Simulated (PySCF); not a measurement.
**UPBE/STO-3G run of GeH2Cl (SMILES [Cl][GeH2])**

What is the vertical ionisation energy of GeH2Cl at UPBE/STO-3G? Input form: a Python script.

The calculation is run with PySCF 2.14.0.

4 further runs of the same task are left out: 4 set aside as unsound or not needed.

### 1 Starting point

GeH2Cl: 4 atoms, total charge 0, spin state doublet. SMILES: `[Cl][GeH2]`. The shape is that of a PBE0-D4/def2-TZVP optimisation.

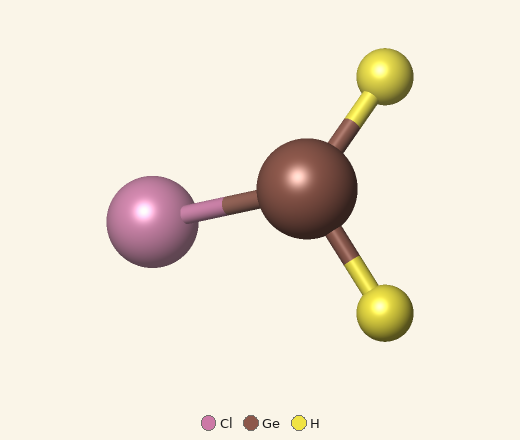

Viewed from a chosen angle; chlorine pink, germanium brown, hydrogen yellow.

### 2 A single-point energy at UPBE/STO-3G

input.py reads:

```python
from pyscf import gto, dft

mol = gto.M(
    atom=[
    ('Cl', (-1.562900, 0.305200, 0.993500)),
    ('Ge', (0.106700, -0.451100, -0.141600)),
    ('H', (0.072700, 0.259600, -1.514200)),
    ('H', (1.383400, -0.113700, 0.662300)),
],
    verbose=3,
    basis='sto-3g',
    max_memory=1860,
    spin=1,
)

mf = dft.UKS(mol)
mf.xc = 'pbe'
mf.conv_tol = 1e-10
mf.grids.level = 5
mf.kernel()
if not mf.converged:
    mf = mf.newton().run(mf.mo_coeff, mf.mo_occ)

e_tot = mf.e_tot
print(f'total energy: {e_tot:.8f} hartree')
```

Command:

```bash
$ OMP_NUM_THREADS=1 python input.py
```

The program printed:

```text
WARN: HOMO -0.401814335501621 >= LUMO -0.40181433550162

WARN: HOMO 0.0959695587790192 >= LUMO 0.0962318495429728

converged SCF energy = -2508.83021710534  <S^2> = 0.75082344  2S+1 = 2.0008233
total energy: -2508.83021711 hartree
```

Wall time 5.4 s (1 thread of Arm Neoverse V2, shared host); peak memory 0.24 GiB.

### 3 The singlet cation at the same level

calc.py reads:

```python
from pyscf import gto, dft

mol = gto.M(
    atom='Cl -1.562900 0.305200 0.993500; Ge 0.106700 -0.451100 -0.141600; H 0.072700 0.259600 -1.514200; H 1.383400 -0.113700 0.662300',
    charge=1,
    max_memory=1860,
    basis='sto-3g',
    verbose=4,
)

ks = dft.RKS(mol)
ks.xc = 'pbe'
ks.grids.level = 5
ks.conv_tol = 1e-10
ks.kernel()
if not ks.converged:
    ks = ks.newton().run(ks.mo_coeff, ks.mo_occ)

energy = ks.e_tot
print('Final energy', energy)
```

Command:

```bash
$ OMP_NUM_THREADS=1 python calc.py
```

The program printed:

```text
PySCF version 2.14.0

[INPUT] num. atoms = 4
[INPUT] num. electrons = 50
[INPUT] charge = 1
[INPUT] spin (= nelec alpha-beta = 2S) = 0
[INPUT] symmetry False subgroup None
[INPUT] Mole.unit = angstrom
[INPUT] Symbol           X                Y                Z      unit          X                Y                Z       unit  Magmom
[INPUT]  1 Cl    -1.562900000000   0.305200000000   0.993500000000 AA   -2.953452960083   0.576744413217   1.877442904755 Bohr   0.0
[INPUT]  2 Ge     0.106700000000  -0.451100000000  -0.141600000000 AA    0.201633777491  -0.852455454791  -0.267585219238 Bohr   0.0
[INPUT]  3 H      0.072700000000   0.259600000000  -1.514200000000 AA    0.137383089256   0.490572901937  -2.861423297816 Bohr   0.0
[INPUT]  4 H      1.383400000000  -0.113700000000   0.662300000000 AA    2.614247120723  -0.214861860363   1.251565612299 Bohr   0.0

nuclear repulsion = 161.647276340246
number of shells = 15
number of NR pGTOs = 87
number of NR cGTOs = 29
basis = sto-3g
ecp = {}

******** <class 'pyscf.dft.rks.RKS'> ********
method = RKS
initial guess = minao
damping factor = 0
level_shift factor = 0
DIIS = <class 'pyscf.scf.diis.CDIIS'>
diis_start_cycle = 1
diis_space = 8
diis_damp = 0
SCF conv_tol = 1e-10
SCF conv_tol_grad = None
SCF max_cycles = 50
direct_scf = True
direct_scf_tol = 1e-13
XC library pyscf.dft.libxc version 7.0.0
    S. Lehtola, C. Steigemann, M. J.T. Oliveira, and M. A.L. Marques.,  SoftwareX 7, 1–5 (2018)
XC functionals = pbe
    J. P. Perdew, K. Burke, and M. Ernzerhof.,  Phys. Rev. Lett. 77, 3865 (1996)
    J. P. Perdew, K. Burke, and M. Ernzerhof.,  Phys. Rev. Lett. 78, 1396 (1997)
    J. P. Perdew, K. Burke, and M. Ernzerhof.,  Phys. Rev. Lett. 77, 3865 (1996)
    J. P. Perdew, K. Burke, and M. Ernzerhof.,  Phys. Rev. Lett. 78, 1396 (1997)
radial grids:
    Treutler-Ahlrichs [JCP 102, 346 (1995); DOI:10.1063/1.469408] (M4) radial grids

becke partition: Becke, JCP 88, 2547 (1988); DOI:10.1063/1.454033
pruning grids: <function nwchem_prune>
grids dens level: 5
symmetrized grids: False
atomic radii adjust function: <function treutler_atomic_radii_adjust>
small_rho_cutoff = 0
Set gradient conv threshold to 1e-05
Initial guess from minao.
tot grids = 134864
init E= -2506.28336924281
  HOMO = -0.499669737526791  LUMO = -0.401814335501622  gap/eV = 2.66278
cycle= 1 E= -2508.53152120004  delta_E= -2.25  |g|= 0.262  |ddm|= 2.29
  HOMO = -0.350278884981757  LUMO = -0.344246863224263  gap/eV = 0.16414
cycle= 2 E= -2506.75581298178  delta_E= 1.78  |g|= 1.75  |ddm|=  3.4
  HOMO = -0.431328804288203  LUMO = -0.40348427051141  gap/eV = 0.75769
cycle= 3 E= -2508.3910511531  delta_E= -1.64  |g|= 0.586  |ddm|= 3.32
  HOMO = -0.462007551065517  LUMO = -0.404413426792002  gap/eV = 1.56722
cycle= 4 E= -2508.56449821093  delta_E= -0.173  |g|= 0.0375  |ddm|= 1.16
  HOMO = -0.44516441859174  LUMO = -0.410398790695269  gap/eV = 0.94602
cycle= 5 E= -2508.56495952289  delta_E= -0.000461  |g|= 0.0257  |ddm|= 0.242
  HOMO = -0.448234048752343  LUMO = -0.408780897861971  gap/eV = 1.07357
cycle= 6 E= -2508.56552663584  delta_E= -0.000567  |g|= 0.00608  |ddm|= 0.121
  HOMO = -0.446614841948455  LUMO = -0.408520841970336  gap/eV = 1.03659
cycle= 7 E= -2508.56555014563  delta_E= -2.35e-05  |g|= 0.00237  |ddm|= 0.0293
  HOMO = -0.447020854286972  LUMO = -0.408641058675909  gap/eV = 1.04437
cycle= 8 E= -2508.56555311915  delta_E= -2.97e-06  |g|= 6.12e-05  |ddm|= 0.00657
  HOMO = -0.447012043483767  LUMO = -0.408637877353007  gap/eV = 1.04421
cycle= 9 E= -2508.56555312251  delta_E= -3.36e-09  |g|= 2.36e-05  |ddm|= 0.000343
  HOMO = -0.447012425762261  LUMO = -0.408638736646954  gap/eV = 1.04420
cycle= 10 E= -2508.56555312289  delta_E= -3.81e-10  |g|= 8.72e-07  |ddm|= 6.36e-05
  HOMO = -0.447012272811417  LUMO = -0.408638712303121  gap/eV = 1.04420
cycle= 11 E= -2508.56555312289  delta_E= 7.73e-12  |g|= 1.34e-07  |ddm|= 2.81e-06
  HOMO = -0.447012339670872  LUMO = -0.4086387304671  gap/eV = 1.04420
Extra cycle  E= -2508.56555312289  delta_E= -1.36e-12  |g|= 2.3e-07  |ddm|= 1.36e-06
converged SCF energy = -2508.56555312289
Final energy -2508.5655531228867
```

It took 3.6 s on 1 thread of Arm Neoverse V2, shared host; peak memory 0.23 GiB.

### 4 Summary of results

Level: UPBE/STO-3G.

| quantity | value |
| --- | --- |
| doublet GeH2Cl: total energy | -2508.83022 Eh |
| doublet GeH2Cl: dipole moment | 2.16 D |
| doublet GeH2Cl: HOMO energy (highest over α and β) | -3.03 eV |
| doublet GeH2Cl: LUMO energy (lowest over α and β) | -1.74 eV |
| doublet GeH2Cl: ⟨S²⟩ | 0.751 |
| singlet cation: total energy | -2508.56555 Eh |
| singlet cation: HOMO energy | -12.16 eV |
| singlet cation: LUMO energy | -11.12 eV |
| singlet cation: HOMO–LUMO gap | 1.04 eV |
| vertical ionisation energy (to the singlet cation) | 7.202 eV |

**Reading.** The vertical ionisation energy comes to 7.20 eV (695 kJ/mol). Only the singlet of the ionised species was computed; a triplet could lie lower. In a minimal basis such a difference can be off by several eV, whatever the method. Mulliken charges (singlet cation) run from +0.03 on Cl1 to +0.81 on Ge2; they depend strongly on the basis.
